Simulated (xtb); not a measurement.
# C$_{4}$H$_{9}$Al: geometry relaxation (part 1 of 4)

System: C$_{4}$H$_{9}$Al, SMILES C=CC[CH2][AlH2].
Method: GFN2-xTB (xtb 6.7.1).

The geometry comes from this level: GFN2-xTB.

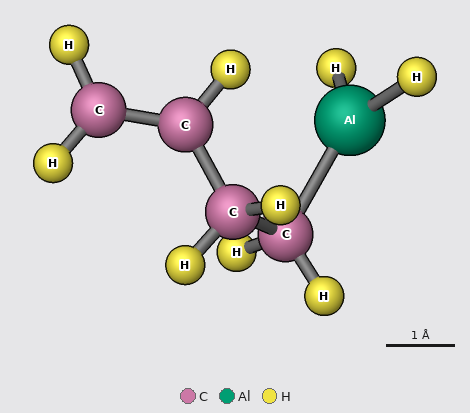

Fig. 1: The starting structure (ball-and-stick view, seen at a tilt). Sticks mark near contacts. Bond lengths as drawn: Al–C 2.00 Å, Al–H 1.55 Å, C–C 1.32 to 1.55 Å and C–H 1.08 to 1.10 Å.

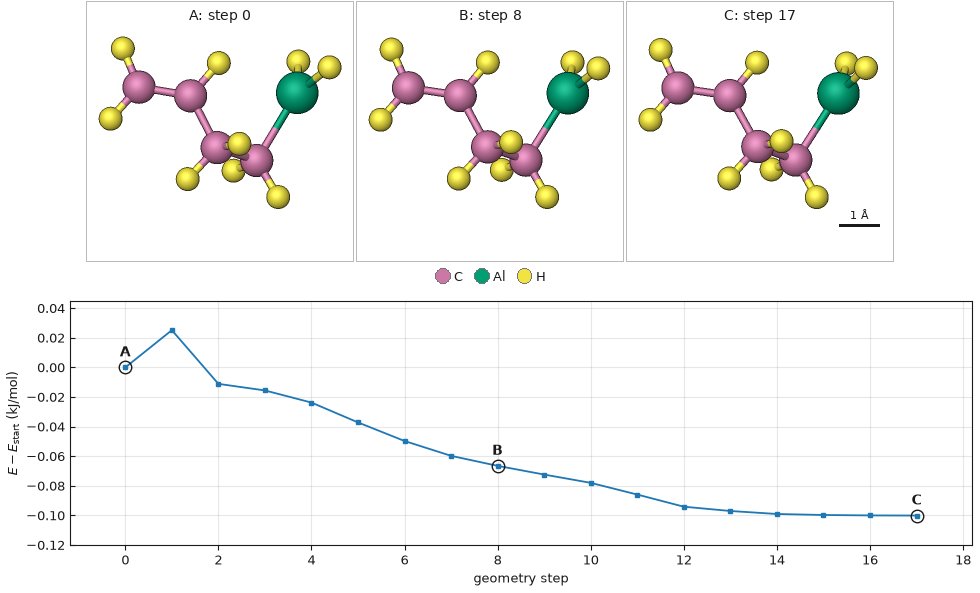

Fig. 2: Frames of the relaxation (ball-and-stick view, seen at a tilt) above the curves, on which the letters mark them (steps are counted from 0).

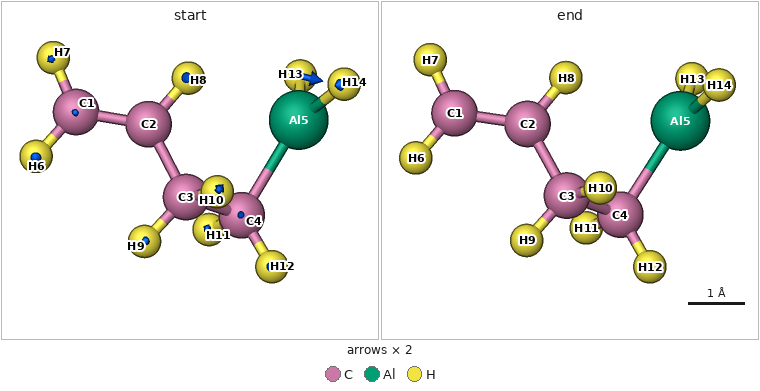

Fig. 3: Before (left) and after (right) the relaxation, at one scale (ball-and-stick view, seen at a tilt). The blue arrows give the displacements, magnified 2 times. The largest move after the best rigid fit is that of H13, 0.22 Å. Largest moves by element: H 0.22 Å, C 0.05 Å, Al 0.03 Å. After 17 geometry steps the energy has fallen by 0.10 kJ/mol. (Atoms are counted from 1 in the order of the input.)

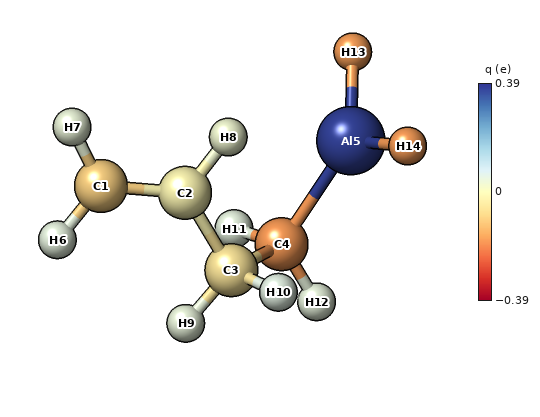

Fig. 4: Mulliken charges, as the colour of each atom (ball-and-stick view, seen at a tilt; atoms are numbered from 1 in the order of the input). By element: C −0.18 to −0.02, Al +0.37 and H −0.17 to +0.06 e.

These pictures come from the run below.

## Input (input.xyz)
```
14

C     -0.627720    -0.403300     2.125560
C     -0.132180     0.123540     1.023740
C      0.906880    -0.471200     0.138430
C      0.351970    -0.590000    -1.302440
Al    -0.474270     1.197150    -1.658900
H     -0.275250    -1.349890     2.501930
H     -1.393600     0.083980     2.704340
H     -0.504130     1.091410     0.661480
H      1.232150    -1.440260     0.525810
H      1.775380     0.198060     0.129080
H     -0.408880    -1.387190    -1.312620
H      1.159740    -0.951930    -1.952660
H     -1.975020     1.396910    -1.997810
H      0.364910     2.502710    -1.585940
```

## File xtb.inp
```
$chrg 0
$spin 0
$end
```

Launched with:
```bash
xtb input.xyz --gfn2 -o vtight -I xtb.inp > xtb.out
```

## Output
```
* xtb version 6.7.1
   ID    Z sym.   atoms
    1    6 C      1-4
    2   13 Al     5
    3    1 H      6-14

           -------------------------------------------------
          |                Calculation Setup                |
           -------------------------------------------------

          program call               : xtb input.xyz --gfn2 -o vtight -I xtb.inp
          coordinate file            : input.xyz
          omp threads                :                     1

           -------------------------------------------------
          |                 G F N 2 - x T B                 |
           -------------------------------------------------

      * Hamiltonian:
        H0-scaling (s, p, d)           1.850000    2.230000    2.230000
        zeta-weighting                 0.500000
      * Dispersion:
        s8                             2.700000
        a1                             0.520000
        a2                             5.000000
        s9                             5.000000
      * Repulsion:
        kExp                           1.500000    1.000000
        rExp                           1.000000
      * Coulomb:
        alpha                          2.000000
        third order                    shell-resolved
        anisotropic                    true
        a3                             3.000000
        a5                             4.000000
        cn-shift                       1.200000
        cn-exp                         4.000000
        max-rad                        5.000000

          ...................................................
          :                      SETUP                      :
          :.................................................:
          :  # basis functions                  35          :
          :  # atomic orbitals                  34          :
          :  # shells                           20          :
          :  # electrons                        28          :
          :  max. iterations                   250          :
          :  Hamiltonian                  GFN2-xTB          :
          :  restarted?                      false          :
          :  GBSA solvation                  false          :
          :  PC potential                    false          :
          :  electronic temp.          300.0000000     K    :
          :  accuracy                    1.0000000          :
          :  -> integral cutoff          0.2500000E+02      :
          :  -> integral neglect         0.1000000E-07      :
          :  -> SCF convergence          0.1000000E-05 Eh   :
          :  -> wf. convergence          0.1000000E-03 e    :
          :  Broyden damping             0.4000000          :
          :  net charge                          0          :
          :  unpaired electrons                  0          :
          ...................................................

 iter      E             dE          RMSdq      gap      omega  full diag
   1    -14.2956489 -0.142956E+02  0.120E+01    3.52       0.0  T
   2    -14.3676863 -0.720374E-01  0.975E+00    4.11       1.0  T
   3    -14.3486014  0.190849E-01  0.442E+00    4.21       1.0  T
   4    -14.3664695 -0.178681E-01  0.194E+00    4.37       1.0  T
   5    -14.3868324 -0.203630E-01  0.817E-01    4.24       1.0  T
   6    -14.3872200 -0.387524E-03  0.408E-01    4.29       1.0  T
   7    -14.3874855 -0.265551E-03  0.876E-02    4.30       1.0  T
   8    -14.3875073 -0.218256E-04  0.680E-02    4.31       1.0  T
   9    -14.3875080 -0.702994E-06  0.431E-02    4.31       1.0  T
  10    -14.3875096 -0.151534E-05  0.899E-03    4.31       3.0  T
  11    -14.3875096 -0.105582E-07  0.380E-03    4.31       7.0  T
  12    -14.3875096 -0.214386E-07  0.155E-03    4.31      17.2  T
  13    -14.3875096 -0.253549E-08  0.234E-04    4.31     114.4  T
  14    -14.3875096 -0.141515E-09  0.980E-05    4.31     272.7  T

   *** convergence criteria satisfied after 14 iterations ***

         #    Occupation            Energy/Eh            Energy/eV
      -------------------------------------------------------------
         1        2.0000           -0.6348885             -17.2762
       ...           ...                  ...                  ...
         8        2.0000           -0.4798600             -13.0577
         9        2.0000           -0.4642447             -12.6327
        10        2.0000           -0.4496498             -12.2356
        11        2.0000           -0.4342412             -11.8163
        12        2.0000           -0.4120863             -11.2134
        13        2.0000           -0.4021465             -10.9430
        14        2.0000           -0.3772213             -10.2647 (HOMO)
        15                         -0.2187616              -5.9528 (LUMO)
        16                         -0.2009686              -5.4686
        17                         -0.1815384              -4.9399
        18                         -0.1630778              -4.4376
        19                         -0.1348928              -3.6706
       ...                                ...                  ...
        34                          1.0631636              28.9302
      -------------------------------------------------------------
                  HL-Gap            0.1584597 Eh            4.3119 eV
             Fermi-level           -0.2979915 Eh           -8.1088 eV

 SCC (total)                   0 d,  0 h,  0 min,  0.014 sec
 SCC setup                      ...        0 min,  0.000 sec (  1.331%)
 Dispersion                     ...        0 min,  0.000 sec (  1.033%)
 classical contributions        ...        0 min,  0.000 sec (  0.222%)
 integral evaluation            ...        0 min,  0.002 sec ( 14.394%)
 iterations                     ...        0 min,  0.008 sec ( 54.847%)
 molecular gradient             ...        0 min,  0.004 sec ( 26.762%)
 printout                       ...        0 min,  0.000 sec (  1.241%)

         :::::::::::::::::::::::::::::::::::::::::::::::::::::
         ::                     SUMMARY                     ::
         :::::::::::::::::::::::::::::::::::::::::::::::::::::
         :: total energy             -14.166992306036 Eh    ::
         :: gradient norm              0.000887441781 Eh/a0 ::
         :: HOMO-LUMO gap              4.311906636092 eV    ::
         ::.................................................::
         :: SCC energy               -14.387493543479 Eh    ::
         :: -> isotropic ES            0.028252918333 Eh    ::
         :: -> anisotropic ES          0.005840642028 Eh    ::
         :: -> anisotropic XC          0.003196904924 Eh    ::
         :: -> dispersion             -0.008197898791 Eh    ::
         :: repulsion energy           0.220501237443 Eh    ::
         :: add. restraining           0.000000000000 Eh    ::
         :: total charge               0.000000000000 e     ::
         :::::::::::::::::::::::::::::::::::::::::::::::::::::

      -----------------------------------------------------------
     |                   =====================                   |
     |                        A N C O P T                        |
     |                   =====================                   |
     |               Approximate Normal Coordinate               |
     |                Rational Function Optimizer                |
      -----------------------------------------------------------
      -----------------------------------------------------------
     |                   =====================                   |
     |                        A N C O P T                        |
     |                   =====================                   |
     |               Approximate Normal Coordinate               |
     |                Rational Function Optimizer                |
      -----------------------------------------------------------

          ...................................................
          :                      SETUP                      :
          :.................................................:
          :   optimization level         verytight          :
          :   max. optcycles                   280          :
          :   ANC micro-cycles                  20          :
          :   degrees of freedom                36          :
          :.................................................:
          :   RF solver                   davidson          :
          :   write xtbopt.log                true          :
          :   linear?                        false          :
          :   energy convergence         0.1000000E-06 Eh   :
          :   grad. convergence          0.2000000E-03 Eh/α :
          :   maxmium RF displ.          1.0000000          :
          :   Hlow (freq-cutoff)         0.1000000E-01      :
          :   Hmax (freq-cutoff)         5.0000000          :
          :   S6 in model hess.         20.0000000          :
          ...................................................

generating ANC from exact Hessian ...
Using Lindh-Hessian (1995)
 Shifting diagonal of input Hessian by    9.3001863846118409E-003
 Lowest  eigenvalues of input Hessian
    0.000000    0.000000    0.000000    0.000000    0.000000    0.000000
    0.010000    0.010192    0.011669    0.014236    0.014735    0.016971
    0.018511    0.021633    0.030447    0.034207    0.043438    0.048286
 Highest eigenvalues
    1.003567    1.098959    1.133829    1.174514    1.505264    1.967274

........................................................................
.............................. CYCLE    1 ..............................
........................................................................

 iter      E             dE          RMSdq      gap      omega  full diag
   1    -14.3875096 -0.143875E+02  0.188E-05    4.31       0.0  T
   2    -14.3875096 -0.998313E-12  0.816E-06    4.31    3274.5  T
   3    -14.3875096 -0.408562E-13  0.478E-06    4.31    5596.5  T
     SCC iter.                  ...        0 min,  0.002 sec
     gradient                   ...        0 min,  0.004 sec
 * total energy  :   -14.1669923 Eh     change       -0.8256507E-11 Eh
   gradient norm :     0.0008869 Eh/α   predicted     0.0000000E+00 (-100.00%)
   displ. norm   :     0.0338286 α      lambda       -0.8017763E-05
   maximum displ.:     0.0236721 α      in ANC's #4, #1, #5, ...

........................................................................
.............................. CYCLE    2 ..............................
........................................................................

 iter      E             dE          RMSdq      gap      omega  full diag
   1    -14.3873435 -0.143873E+02  0.165E-01    4.30       0.0  T
   2    -14.3873625 -0.189788E-04  0.150E-01    4.30       1.0  T
   3    -14.3873630 -0.507150E-06  0.111E-01    4.29       1.0  T
   4    -14.3873623  0.684165E-06  0.233E-02    4.29       1.1  T
   5    -14.3873632 -0.880625E-06  0.683E-03    4.29       3.9  T
   6    -14.3873632  0.643168E-08  0.239E-03    4.29      11.2  T
   7    -14.3873632 -0.163689E-07  0.175E-03    4.29      15.3  T
   8    -14.3873632 -0.572295E-08  0.267E-04    4.29     100.0  T
   9    -14.3873632 -0.969873E-10  0.172E-04    4.29     155.2  T
     SCC iter.                  ...        0 min,  0.005 sec
     gradient                   ...        0 min,  0.004 sec
 * total energy  :   -14.1669827 Eh     change        0.9592196E-05 Eh
   gradient norm :     0.0014869 Eh/α   predicted    -0.4011506E-05 (-141.82%)
   displ. norm   :     0.0243729 α      lambda       -0.1884183E-04
   maximum displ.:     0.0202634 α      in ANC's #4, #3, #1, ...

........................................................................
.............................. CYCLE    3 ..............................
........................................................................

 iter      E             dE          RMSdq      gap      omega  full diag
   1    -14.3872940 -0.143873E+02  0.963E-02    4.29       0.0  T
   2    -14.3873064 -0.124487E-04  0.841E-02    4.30       1.0  T
   3    -14.3873068 -0.316547E-06  0.651E-02    4.31       1.0  T
   4    -14.3873054  0.135602E-05  0.176E-02    4.31       1.5  T
   5    -14.3873068 -0.137087E-05  0.482E-03    4.31       5.5  T
   6    -14.3873069 -0.816088E-07  0.168E-03    4.31      15.9  T
   7    -14.3873069  0.116989E-08  0.123E-03    4.31      21.8  T
   8    -14.3873069 -0.312081E-08  0.267E-04    4.31     100.0  T
   9    -14.3873069 -0.642348E-10  0.100E-04    4.31     266.1  T
     SCC iter.                  ...        0 min,  0.005 sec
     gradient                   ...        0 min,  0.004 sec
 * total energy  :   -14.1669966 Eh     change       -0.1383793E-04 Eh
   gradient norm :     0.0006923 Eh/α   predicted    -0.9422411E-05 ( -31.91%)
   displ. norm   :     0.0200164 α      lambda       -0.4041862E-05
   maximum displ.:     0.0100056 α      in ANC's #7, #1, #3, ...

........................................................................
.............................. CYCLE    4 ..............................
........................................................................

 iter      E             dE          RMSdq      gap      omega  full diag
   1    -14.3874669 -0.143875E+02  0.857E-02    4.31       0.0  T
   2    -14.3874678 -0.928333E-06  0.672E-02    4.31       1.0  T
   3    -14.3874668  0.963913E-06  0.151E-02    4.31       1.8  T
   4    -14.3874677 -0.890372E-06  0.148E-02    4.31       1.8  T
   5    -14.3874680 -0.314649E-06  0.206E-03    4.31      13.0  T
   6    -14.3874681 -0.132659E-07  0.918E-04    4.31      29.1  T
   7    -14.3874681 -0.199991E-08  0.221E-04    4.31     121.1  T
     SCC iter.                  ...        0 min,  0.004 sec
     gradient                   ...        0 min,  0.004 sec
 * total energy  :   -14.1669982 Eh     change       -0.1689118E-05 Eh
   gradient norm :     0.0005025 Eh/α   predicted    -0.2019776E-05 (  19.58%)
   displ. norm   :     0.0217969 α      lambda       -0.2513932E-05
   maximum displ.:     0.0148050 α      in ANC's #1, #3, #5, ...

........................................................................
.............................. CYCLE    5 ..............................
........................................................................
```
